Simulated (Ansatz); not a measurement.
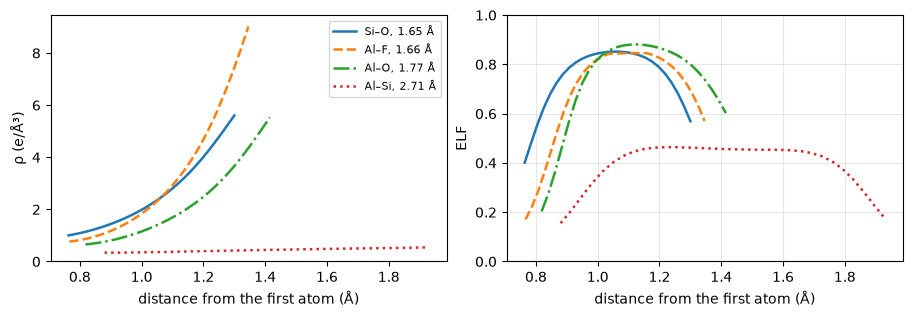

The picture shows: AlFHOSi (doublet). Total electron density and electron localisation function along straight lines between neighbouring atoms. The curves leave out the atomic cores.

Geometry: B3LYP/6-31G*.

The calculation used isolated molecule in a Gaussian basis; Kohn-Sham density functional theory, functional PBE0 in Ansatz 0.2.0.

Input

```
crystal:
  periodic: [false, false, false]
  atoms:
    - {symbol: Al, position_ang: [-1.561386, 1.010693, 0.691281]}
    - {symbol: F, position_ang: [-2.038804, 2.460455, 0.047736]}
    - {symbol: O, position_ang: [0.166940, 0.638697, 0.634402]}
    - {symbol: Si, position_ang: [0.338245, -0.346032, -0.679674]}
    - {symbol: H, position_ang: [-2.532302, 0.206019, 1.625675]}
basis:
  gaussian:
    orbitals: def2-TZVPD
output:
  forces: true
  orbitals: {seedname: orbitals}
magnetization:
  spin_polarized: true
  initial_magnetization: 1
hamiltonian:
  xc: {name: PBE0}
```

Command:

```sh
ansatz run input.yaml --threads 1 --pin off --max-ram 2610MiB --events-out events.jsonl --progress --plain --runs-dir runs
```

**What can be read from the curves?**

Si–O (1.65 Å): the density is about 1.2 e/Å³ at the midpoint; the ELF peaks at about 0.85 between the atoms, as expected for a polar covalent bond.
Al–F (1.66 Å): ρ at the midpoint is about 0.89 e/Å³; the ELF peaks at about 0.85 in the valence shell of F, 0.6 Å from its nucleus, and is about 0.35 at the midpoint.
Al–O (1.77 Å): ρ at the midpoint is about 0.77 e/Å³; the ELF peaks at about 0.90 in the valence shell of O, 0.6 Å from its nucleus, and is about 0.45 at the midpoint.
Al–Si (2.71 Å): ρ is about 0.43 e/Å³ halfway; the ELF is about 0.45 at the midpoint.
